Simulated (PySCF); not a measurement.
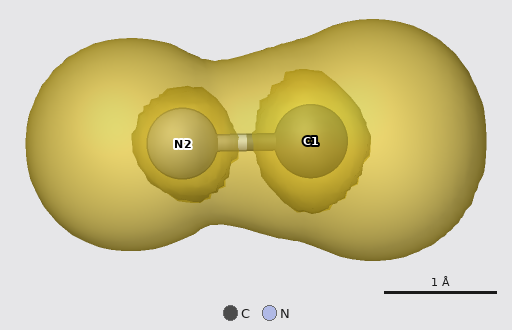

CN (doublet). Isosurface of the electron localisation function at 0.75 (yellow), seen from one side. Core shells and regions of very low density are left out.

Theory: PBE0/def2-TZVPPD, non-relativistic Hamiltonian with scalar-relativistic core potentials where named, at a bond length of 1.162 Å in PySCF 2.14.0.

Q: Where are the electrons localised?

A: The surface consists of one region between bonded C–N atoms (shared pairs).

Values along the shortest contacts:
C–N (1.16 Å): the ELF peaks at about 0.80 between the atoms: a multiple bond.
